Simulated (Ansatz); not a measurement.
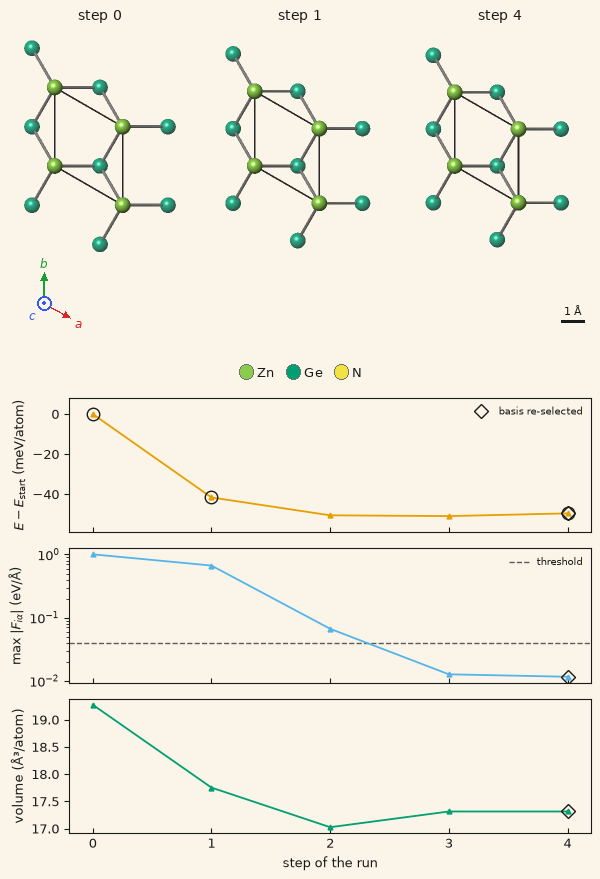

Frames of a relaxation of solid Zn₂GeN (a generated structure, set up in P-6m2) (coarse preliminary run), marked on the history of the run. A ball-and-stick model of the cell of the calculation, seen along the c axis.

Theory: DFT PBE, scalar-relativistic, plane waves, PAW (Ansatz 0.2.0).

The input:
```yaml
crystal:
  lattice:
    - [3.5245, 0.0, 0.0]
    - [-1.76225, 3.05230654, 0.0]
    - [0.0, 0.0, 7.167173]
  atoms:
    - { symbol: Zn, position: [0.0, 0.0, 0.7368558] }
    - { symbol: Zn, position: [0.0, 0.0, 0.2631442] }
    - { symbol: Ge, position: [0.66666667, 0.33333333, 0.5] }
    - { symbol: "N", position: [0.0, 0.0, 0.0] }
basis:
  ecutwfc: 420
kpoints:
  mp_grid: { grid: [6, 6, 4] }
hamiltonian:
  xc: pbe
scf:
  occupations: { method: gaussian, width: 0.1 }
  lower_state_search: "off"
output:
  forces: true
  stress: true
  eigenvalues: true
relax:
  adjacent_minimum: "off"
  f_tol: 0.04
  max_steps: 70
  cell: { stress_tol: 0.4 }
```

Launched with:
```bash
ansatz run input.yaml --threads 1 --pin off --max-ram 2048MiB --backend cpu --events-out ev --progress --plain --runs-dir out
```

> Describe the path.

After 3 accepted moves (4 points after the start) the energy has fallen by 49.5 meV per atom. The largest force component goes from 1 to 0.012 eV/Å. The pressure goes from −4.37 to −0.08 GPa. The SCF was repeated once at an unchanged geometry on a basis and grid sized afresh for the cell, which shifted the energy by 1.4 meV per atom at most. The largest moves relative to the cell, 0.11 Å, are those of Zn1 and Zn2. Zn1 goes along +c. Ge and N stay in place. Cell: a = b 3.525 → 3.310 Å (−6.1 %), c 7.167 → 7.301 Å (+1.9 %). Volume −10.2 %. Some distances before and after: Zn1–N4 1.886 → 1.811 Å. Bond angles that change, for instance: Zn1–Ge3–Zn2 79.7° → 87.8°, Ge3–Zn1–Ge3 83.4° → 77.2°, Zn1–Ge3–Zn1 83.4° → 77.2°. The space group stays P-6m2 (No. 187). Cost: 24 s on 1 thread of Arm Neoverse V2, on a shared host, peak memory 0.34 GiB. From step 0 to 1: Zn atoms move most (0.07 Å), volume −7.9 %, energy −41.6 meV per atom. From step 1 to 4: Zn atoms move most (0.05 Å), volume −2.5 %, energy −7.9 meV per atom.
